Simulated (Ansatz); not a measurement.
**C2H4BClO: shape, modes and thermochemistry**

Aim: relax C2H4BClO from a cheap starting geometry, then compute its harmonic vibrations to see whether it is a minimum and to get the zero-point energy and entropy, and look at its orbitals and charge.

Program: Ansatz 0.2.0, Gaussian basis. Level of theory: RKS PBE0-D4/def2-TZVP. These are calculated values, not measurements.

The runs, in order: relaxation at PBE-D4/def2-SVP; relaxation at PBE0-D4/def2-TZVP; harmonic vibrations at the same level; a single point in def2-TZVPP for the fields.

### Step 1. The starting structure

SMILES `ClB1CCO1`, 9 atoms, charge 0, spin multiplicity 1.

Atoms are counted from 1 here; the program's logs count them from 0.

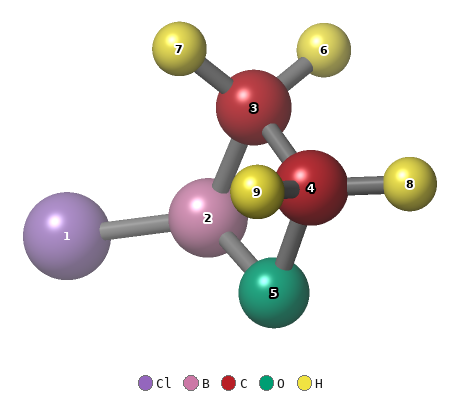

As it starts; chlorine purple, boron pink, carbon red, oxygen teal, hydrogen yellow; atoms are numbered from 1 in the order of the file.

Geometry (Å):

```csv
atom,x (Å),y (Å),z (Å)
Cl1,-1.6769,1.9448,1.3071
B2,-0.6857,1.0240,0.1196
C3,0.5759,0.1182,0.3682
C4,0.1504,-0.7949,-0.6429
O5,-1.0123,-0.0024,-0.9400
H6,1.5490,0.6348,0.0689
H7,0.6512,-0.3168,1.4078
H8,0.7816,-0.8882,-1.5309
H9,-0.2448,-1.7658,-0.1750
```

The start is a force-field geometry with small random shifts, so a cheaper pass at PBE-D4/def2-SVP comes first.

### Step 2. Optimising with PBE-D4/def2-SVP (cheap first pass)

The input, in.yaml:

```yaml
crystal:
  periodic: [false, false, false]
  atoms:
    - {symbol: Cl, position_ang: [-1.676900, 1.944800, 1.307100]}
    - {symbol: B, position_ang: [-0.685700, 1.024000, 0.119600]}
    - {symbol: C, position_ang: [0.575900, 0.118200, 0.368200]}
    - {symbol: C, position_ang: [0.150400, -0.794900, -0.642900]}
    - {symbol: O, position_ang: [-1.012300, -0.002400, -0.940000]}
    - {symbol: H, position_ang: [1.549000, 0.634800, 0.068900]}
    - {symbol: H, position_ang: [0.651200, -0.316800, 1.407800]}
    - {symbol: H, position_ang: [0.781600, -0.888200, -1.530900]}
    - {symbol: H, position_ang: [-0.244800, -1.765800, -0.175000]}
basis:
  gaussian: {orbitals: def2-SVP}
hamiltonian: {xc: pbe, dispersion: d4}
relax: {f_tol: 0.03, max_steps: 200}
```

Started as:

```sh
$ ansatz run in.yaml --threads 2 --pin off --events-out ev --progress --plain --max-ram 4352MiB
```

Log, cut to the lines that bear on the results:

```text
Functional definition: PBE
  name "PBE"
  cite "Perdew, Burke & Ernzerhof, Phys. Rev. Lett. 77, 3865 (1996) doi:10.1103/PhysRevLett.77.3865"
  parent pbe
[...]
1040 factors; their error is unknown
[...]
mean field -17366.94205937 eV, -638.2233489457 hartree, gradient 7.0e-5 eV, S^2 0.000000; 0 other end points of the search recorded, 0 dependent functions left out
[...]
reference -17366.94208917 eV, -638.2233500407 hartree; 23, 23 occupied and 71, 71 virtual orbitals, 1040 factors
relax step   1: F+E_penalty+E_count = -17367.12035609 eV  Δ(F+E_penalty+E_count) = +0.000e0 eV  max|allowed force component| = 4.023e0 eV/Å  Δτ_max = 0.0000 Å  (28 SCF iters, accepted)
[...]
relax step   6: F+E_penalty+E_count = -17368.43261718 eV  Δ(F+E_penalty+E_count) = -2.230e-4 eV  max|allowed force component| = 9.099e-2 eV/Å  Δτ_max = 0.0086 Å  (32 SCF iters, accepted)
[...]
relax step   7: F+E_penalty+E_count = -17368.43307791 eV  Δ(F+E_penalty+E_count) = -4.607e-4 eV  max|allowed force component| = 1.934e-2 eV/Å  Δτ_max = 0.0064 Å  (32 SCF iters, accepted)
1040 factors; their error is unknown
[...]
mean field -17368.25434582 eV, -638.2715745831 hartree, gradient 1.6e-5 eV, S^2 0.000000; 1 other end points of the search recorded, 0 dependent functions left out
[...]
reference -17368.25437659 eV, -638.2715757140 hartree; 23, 23 occupied and 71, 71 virtual orbitals, 1040 factors
Total energy: -17368.43310869 eV, -638.2781439975 hartree
Atom 0 at    -1.642284     2.156183     0.916614 Å, force    -0.008027    -0.002025    -0.006669 eV/Å
Atom 1 at    -0.739877     0.800989     0.259822 Å, force     0.015653     0.003453     0.011689 eV/Å
Atom 2 at     0.664724     0.101637     0.487863 Å, force    -0.019342     0.001948    -0.008239 eV/Å
Atom 3 at     0.089423    -0.780570    -0.640887 Å, force    -0.001124     0.001255    -0.000359 eV/Å
Atom 4 at    -1.177306    -0.029217    -0.740462 Å, force    -0.006315    -0.001364    -0.004429 eV/Å
Atom 5 at     1.566374     0.686927     0.226326 Å, force     0.013247     0.001853    -0.001706 eV/Å
Atom 6 at     0.823117    -0.404905     1.458563 Å, force     0.006854    -0.006818     0.009272 eV/Å
Atom 7 at     0.625698    -0.740984    -1.611063 Å, force     0.000339     0.002539    -0.001759 eV/Å
Atom 8 at    -0.121470    -1.836360    -0.373975 Å, force    -0.001287    -0.000841     0.002199 eV/Å
Dipole moment:     0.409529    -0.265519     0.012024 e Å
```

Wall time 15 s (2 threads of Arm Neoverse V1, shared host).

Relaxation path:

```csv
step,energy from step 1 (eV),largest force component (eV/Å)
1,0.0000,4.0234
2,-0.9994,2.1831
3,-1.2265,1.2942
4,-1.2894,0.9454
5,-1.3120,0.1191
6,-1.3123,0.0910
7,-1.3127,0.0193
```

Distances of close pairs at the start and the end, largest changes first:

```csv
bond,before (Å),after (Å),change (Å)
B2–O5,1.511,1.372,-0.139
C3–C4,1.427,1.544,+0.117
Cl1–B2,1.800,1.756,-0.045
C4–H9,1.148,1.109,-0.039
C4–O5,1.438,1.476,+0.038
C3–H6,1.142,1.106,-0.035
C3–H7,1.129,1.106,-0.023
C4–H8,1.093,1.109,+0.016
```

### Step 3. Relaxation at PBE0-D4/def2-TZVP

The input, in.yaml:

```yaml
crystal:
  periodic: [false, false, false]
  atoms:
    - {symbol: Cl, position_ang: [-1.642284, 2.156183, 0.916614]}
    - {symbol: B, position_ang: [-0.739877, 0.800989, 0.259822]}
    - {symbol: C, position_ang: [0.664724, 0.101637, 0.487863]}
    - {symbol: C, position_ang: [0.089423, -0.780570, -0.640887]}
    - {symbol: O, position_ang: [-1.177306, -0.029217, -0.740462]}
    - {symbol: H, position_ang: [1.566374, 0.686927, 0.226326]}
    - {symbol: H, position_ang: [0.823117, -0.404905, 1.458563]}
    - {symbol: H, position_ang: [0.625698, -0.740984, -1.611063]}
    - {symbol: H, position_ang: [-0.121470, -1.836360, -0.373975]}
basis:
  gaussian: {orbitals: def2-TZVP}
hamiltonian: {xc: pbe0, dispersion: d4}
relax: {f_tol: 0.005, max_steps: 150}
```

Same command.

Log, cut to the lines that bear on the results:

```text
Functional definition: PBE0
  name "PBE0"
  cite "Adamo & Barone, J. Chem. Phys. 110, 6158 (1999) doi:10.1063/1.478522"
  cite "Perdew, Burke & Ernzerhof, Phys. Rev. Lett. 77, 3865 (1996) doi:10.1103/PhysRevLett.77.3865"
  parent pbe
[...]
1124 factors; their error is unknown
[...]
mean field -17379.39491984 eV, -638.6809831271 hartree, gradient 3.7e-5 eV, S^2 0.000000; 0 other end points of the search recorded, 0 dependent functions left out
[...]
reference -17379.39494902 eV, -638.6809841994 hartree; 23, 23 occupied and 162, 162 virtual orbitals, 1124 factors
relax step   1: F+E_penalty+E_count = -17379.54462046 eV  Δ(F+E_penalty+E_count) = +0.000e0 eV  max|allowed force component| = 5.919e-1 eV/Å  Δτ_max = 0.0000 Å  (28 SCF iters, accepted)
[...]
Total energy: -17379.57909958 eV, -638.6877516077 hartree
Atom 0 at    -1.627888     2.139278     0.909619 Å, force    -0.000014     0.000076     0.000150 eV/Å
Atom 1 at    -0.734123     0.794070     0.257241 Å, force    -0.000874     0.001205     0.000193 eV/Å
Atom 2 at     0.659057     0.101012     0.483938 Å, force     0.000373    -0.001251    -0.000743 eV/Å
Atom 3 at     0.091178    -0.777419    -0.637022 Å, force     0.000087    -0.001952    -0.001631 eV/Å
Atom 4 at    -1.163489    -0.031808    -0.733578 Å, force     0.000693     0.000225     0.000706 eV/Å
Atom 5 at     1.547981     0.674767     0.224367 Å, force    -0.000195     0.000516     0.000396 eV/Å
Atom 6 at     0.815455    -0.400651     1.438208 Å, force    -0.000098     0.000489     0.000351 eV/Å
Atom 7 at     0.618543    -0.731867    -1.590500 Å, force    -0.000058     0.000242     0.000369 eV/Å
Atom 8 at    -0.118314    -1.813682    -0.369472 Å, force     0.000085     0.000450     0.000210 eV/Å
Dipole moment:     0.436568    -0.276130     0.018823 e Å
```

Run time: 34 s. Hardware: 2 threads of Arm Neoverse V1, shared host.

Step by step:

```csv
step,energy from step 1 (eV),largest force component (eV/Å)
1,0.0000,0.5919
2,-0.0307,0.2084
3,-0.0344,0.0327
4,-0.0344,0.0139
5,-0.0344,0.0090
6,-0.0345,0.0020
```

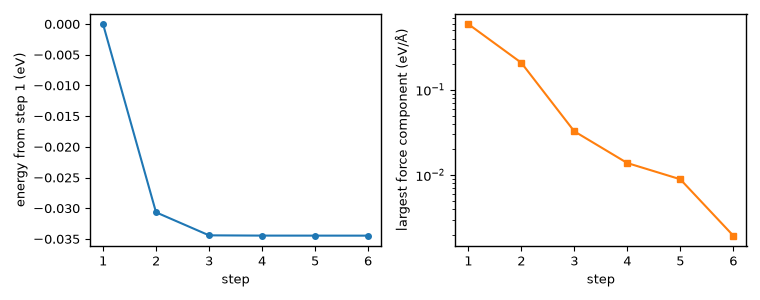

Energy and force, step by step.

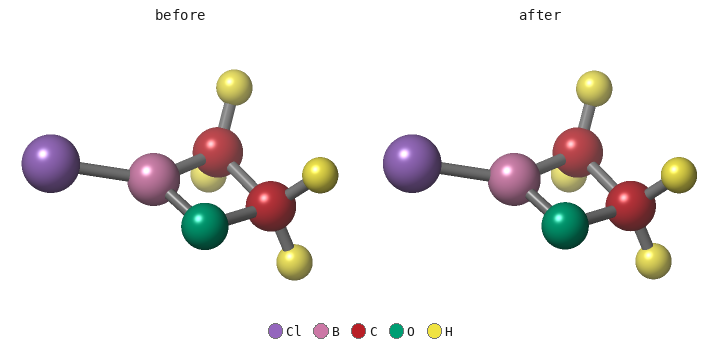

The geometry before (left) and after (right).

Close pairs (by a distance rule), those that changed most:

```csv
bond,before (Å),after (Å),change (Å)
C4–H9,1.109,1.091,-0.019
C4–H8,1.109,1.091,-0.019
C3–H6,1.106,1.089,-0.017
C3–H7,1.106,1.089,-0.017
Cl1–B2,1.756,1.742,-0.014
C4–O5,1.476,1.463,-0.013
B2–C3,1.586,1.572,-0.013
B2–O5,1.372,1.359,-0.012
```

Mulliken charges at the end point, from the run's report:

```csv
atom,value (e)
Cl1,-0.13
B2,0.28
C3,-0.37
C4,-0.01
O5,-0.26
H6,0.14
H7,0.14
H8,0.11
H9,0.11
```

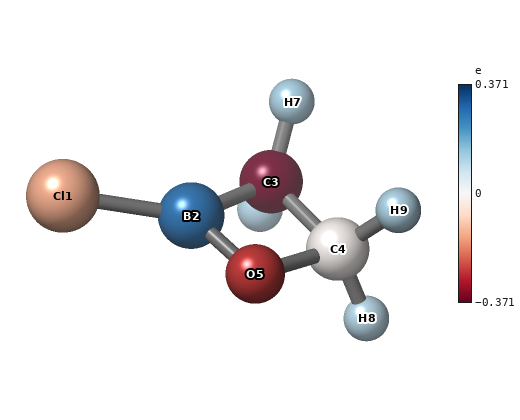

Mulliken charges at the end point, from the run's report, as colours on the atoms.

### Step 4. Force constants and modes

The input, in.yaml:

```yaml
crystal:
  periodic: [false, false, false]
  atoms:
    - {symbol: Cl, position_ang: [-1.627888, 2.139278, 0.909619]}
    - {symbol: B, position_ang: [-0.734123, 0.794070, 0.257241]}
    - {symbol: C, position_ang: [0.659057, 0.101012, 0.483938]}
    - {symbol: C, position_ang: [0.091178, -0.777419, -0.637022]}
    - {symbol: O, position_ang: [-1.163489, -0.031808, -0.733578]}
    - {symbol: H, position_ang: [1.547981, 0.674767, 0.224367]}
    - {symbol: H, position_ang: [0.815455, -0.400651, 1.438208]}
    - {symbol: H, position_ang: [0.618543, -0.731867, -1.590500]}
    - {symbol: H, position_ang: [-0.118314, -1.813682, -0.369472]}
basis:
  gaussian: {orbitals: def2-TZVP}
hamiltonian: {xc: pbe0, dispersion: d4}
phonons: {temperatures: {t_min: 298.15, t_max: 900, t_step: 200}}
```

Launched as before.

Log, cut to the lines that bear on the results:

```text
Functional definition: PBE0
  name "PBE0"
  cite "Adamo & Barone, J. Chem. Phys. 110, 6158 (1999) doi:10.1063/1.478522"
  cite "Perdew, Burke & Ernzerhof, Phys. Rev. Lett. 77, 3865 (1996) doi:10.1103/PhysRevLett.77.3865"
  parent pbe
[...]
1124 factors; their error is unknown
[...]
mean field -17379.42855884 eV, -638.6822193376 hartree, gradient 3.5e-5 eV, S^2 0.000000; 0 other end points of the search recorded, 0 dependent functions left out
[...]
reference -17379.42858782 eV, -638.6822204026 hartree; 23, 23 occupied and 162, 162 virtual orbitals, 1124 factors
[...]
1124 factors; their error is unknown
mean field -17379.42850702 eV, -638.6822174332 hartree, gradient 2.1e-6 eV, S^2 0.000000; 0 other end points of the search recorded, 0 dependent functions left out
[...]
reference -17379.42853600 eV, -638.6822184982 hartree; 23, 23 occupied and 162, 162 virtual orbitals, 1124 factors
[...]
Atom 1 at    -0.734123     0.794070     0.257241 Å, force    -0.000887     0.001219     0.000190 eV/Å
Atom 2 at     0.659057     0.101012     0.483938 Å, force     0.000362    -0.001248    -0.000726 eV/Å
Atom 3 at     0.091178    -0.777419    -0.637022 Å, force     0.000094    -0.001946    -0.001657 eV/Å
Atom 4 at    -1.163489    -0.031808    -0.733578 Å, force     0.000704     0.000218     0.000715 eV/Å
Atom 5 at     1.547981     0.674767     0.224367 Å, force    -0.000181     0.000524     0.000387 eV/Å
Atom 6 at     0.815455    -0.400651     1.438208 Å, force    -0.000099     0.000484     0.000353 eV/Å
Atom 7 at     0.618543    -0.731867    -1.590500 Å, force    -0.000063     0.000241     0.000377 eV/Å
Atom 8 at    -0.118314    -1.813682    -0.369472 Å, force     0.000078     0.000439     0.000212 eV/Å
Dipole moment:     0.436569    -0.276131     0.018823 e Å
Vibrations: 167.64 289.24 387.87 461.11 773.42 826.99 927.61 960.09 966.99 1087.89 1165.17 1168.88 1202.55 1276.23 1384.95 1436.92 1514.83 3083.88 3110.16 3142.40 3167.30 cm⁻¹, zero-point energy 1.766904 eV
```

Wall time 3.5 min (2 threads of Arm Neoverse V1, shared host).

Motions are named by where the mode's potential energy lies. The modes, unscaled (a negative number is an imaginary wavenumber):

```csv
mode,cm⁻¹,motion
1,168,torsion
2,289,bend
3,388,torsion
4,461,B–Cl stretch with bend
5,773,torsion with bend
6,827,bend
7,928,torsion with bend
8,960,C–C stretch with bend
9,967,C–O stretch with bend
10,1088,torsion with bend
11,1165,bend
12,1169,bend
13,1203,bend
14,1276,bend with B–O stretch
15,1385,bend with B–O stretch
16,1437,bend
17,1515,bend
18,3084,C–H stretch
19,3110,C–H stretch
20,3142,C–H stretch
21,3167,C–H stretch
```

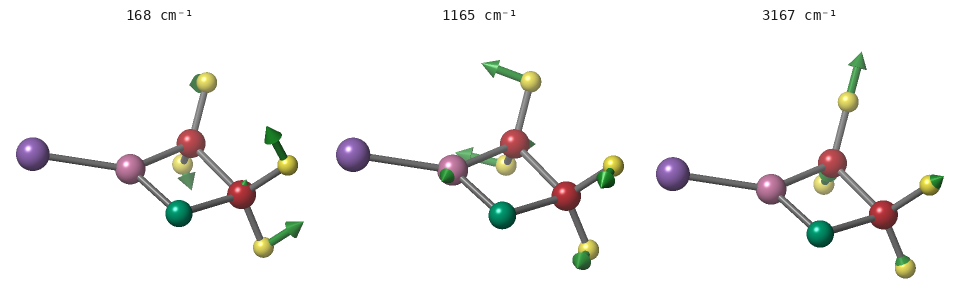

How the atoms move in 3 of the modes.

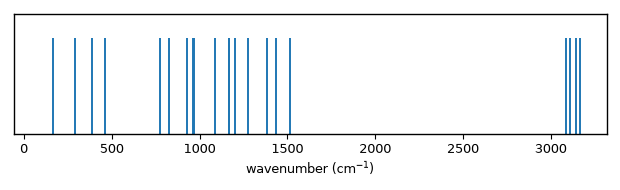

The harmonic wavenumbers as sticks (no intensities were computed).

Ideal gas, rigid rotor and harmonic oscillator at 298.15 K and 1 bar, with symmetry number 1:

```csv
term,value
zero-point energy,40.7 kcal/mol
H(298) − E,44.4 kcal/mol
"entropy, translation",165.0 J/(mol K)
"entropy, rotation",108.9 J/(mol K)
"entropy, vibration",28.2 J/(mol K)
"entropy, total",302.1 J/(mol K)
```

### Step 5. Orbitals, density and potential

in.yaml, as its differences from that of step 4:

```diff
@@ -13,4 +13,4 @@
 basis:
-  gaussian: {orbitals: def2-TZVP}
+  gaussian: {orbitals: def2-TZVPP}
 hamiltonian: {xc: pbe0, dispersion: d4}
-phonons: {temperatures: {t_min: 298.15, t_max: 900, t_step: 200}}
+output: {orbitals: {seedname: orbitals}}
```

Launched as before.

Log:

```text
Functional definition: PBE0
  name "PBE0"
  cite "Adamo & Barone, J. Chem. Phys. 110, 6158 (1999) doi:10.1063/1.478522"
  cite "Perdew, Burke & Ernzerhof, Phys. Rev. Lett. 77, 3865 (1996) doi:10.1103/PhysRevLett.77.3865"
  parent pbe
  parameter a = 0.25
  parameter kappa = 0.804
  parameter beta = 0.06672455060314922
  exchange = (1 - a)*pbe_x(kappa = kappa, mu = beta*pi^2/3) + a*exact_x
  correlation = pbe_c(beta = beta)
1241 factors; their error is unknown
mean field evaluation 1: about -17372.3602 eV, gradient 5.8e1 eV
mean field evaluation 2: about -17365.8648 eV, gradient 8.0e1 eV
mean field evaluation 4: about -17379.3953 eV, gradient 4.9e0 eV
mean field evaluation 8: about -17379.4409 eV, gradient 6.9e-2 eV
mean field evaluation 16: about -17379.4652 eV, gradient 3.6e-5 eV
mean field -17379.46516419 eV, -638.6835645592 hartree, gradient 3.6e-5 eV, S^2 0.000000; 0 other end points of the search recorded, 0 dependent functions left out
reference -17379.46519379 eV, -638.6835656472 hartree; 23, 23 occupied and 199, 199 virtual orbitals, 1241 factors
Total energy: -17379.61570549 eV, -638.6890968502 hartree
```

Wall time 4 s (2 threads of Arm Neoverse V1, shared host).

The fields below are evaluated on a grid from the run's orbitals.

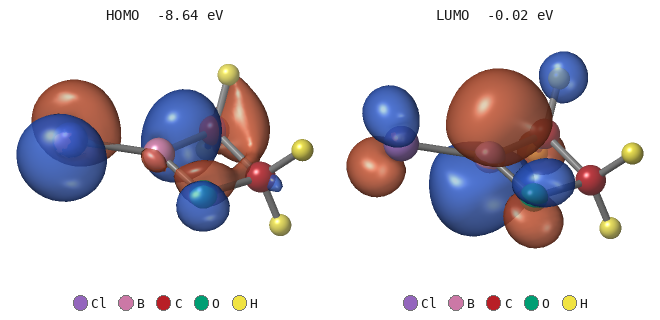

PBE0-D4/def2-TZVPP orbitals near the gap, drawn at the value that encloses 70 % of each; the two colours are the two signs.

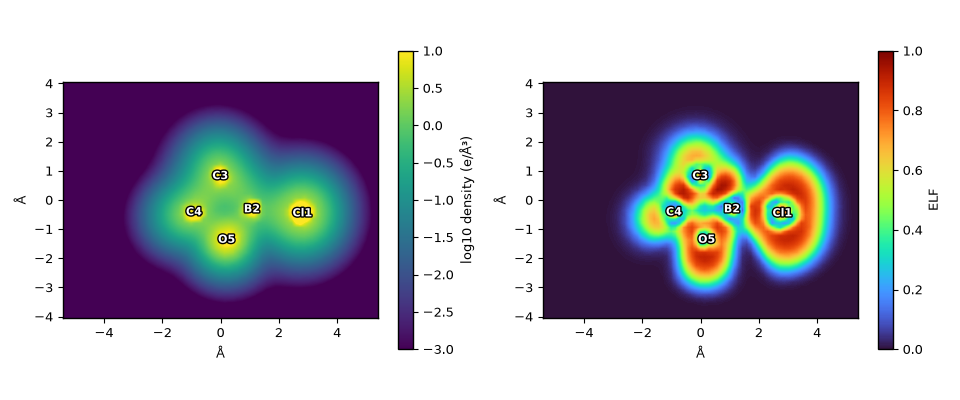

Density (left) and ELF (right) in a plane through or near 5 of the atoms.

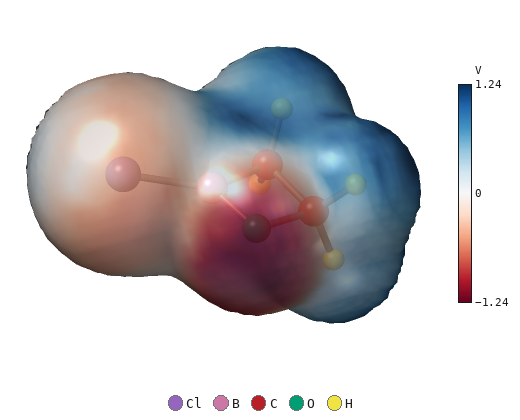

Electrostatic potential on the surface of density 0.002 e/bohr³; red is low, blue high. It runs, from the 1st to the 99th percentile, from -1.24 V near O5 to 1.11 V near H9.

### Step 6. Outcome

```
                  quantity            value
               point group               Cs
                     steps            7 + 6
shift from the start (rms)          0.244 Å
              total energy   -17379.5791 eV
           dispersion term         -151 meV
             dipole moment           2.48 D
lowest, highest wavenumber   168, 3167 cm⁻¹
         zero-point energy    40.7 kcal/mol
       entropy at 298.15 K  302.1 J/(mol K)
                HOMO, LUMO  -8.64, -0.02 eV
```

**Reading.** The relaxed geometry lies 0.24 Å (rms) from the start; the bond that changed most is B2–O5, from 1.511 to 1.359 Å. All wavenumbers are real, so the end point is a minimum. The stiffest mode, 3167 cm⁻¹, is a C–H stretch. Harmonic hybrid wavenumbers usually lie a few per cent above measured fundamentals. The largest Mulliken charge, -0.37 e, sits on C3. The HOMO lies mostly on Cl1 44 %; C3 22 % and the LUMO on B2 54 %; O5 15 %.
